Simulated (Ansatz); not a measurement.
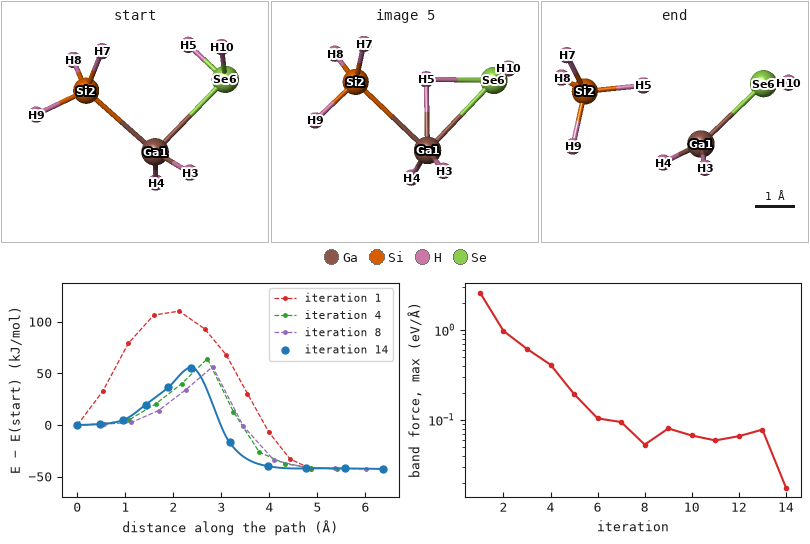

A search for the minimum-energy path of GaSiH7Se by the nudged elastic band. Images are numbered from 0 (start) to 10 (end). The plot follows the band through its iterations. The picture is a ball-and-stick view, seen at a tilt.

The calculation used RKS PBE-D4/def2-SVP in Ansatz 0.2.0. Set-up: 9 movable images; climbing image; force threshold 0.05 eV/Å; iteration limit 47; starting path through a guess of the saddle point.

### Did the band converge, and can the barrier be trusted?

The result is final at these settings. The band converged in 14 iterations. The largest component of the band force went from 2.6 to 0.018 eV/Å. The climbing image converged on the top of the path. Its vibrational analysis gives one imaginary mode (625i cm⁻¹), as a transition state must have. The first iteration put the highest image at 110.4 kJ/mol. Forward barrier 55.7 kJ/mol, backward barrier 98.2 kJ/mol, with image 5 at the top; the reaction energy is −42.5 kJ/mol.

Cost: 5.2 min on 2 threads of Intel(R) Xeon(R) Platinum 8488C (Sapphire Rapids), on a shared host, peak memory 0.19 GiB.
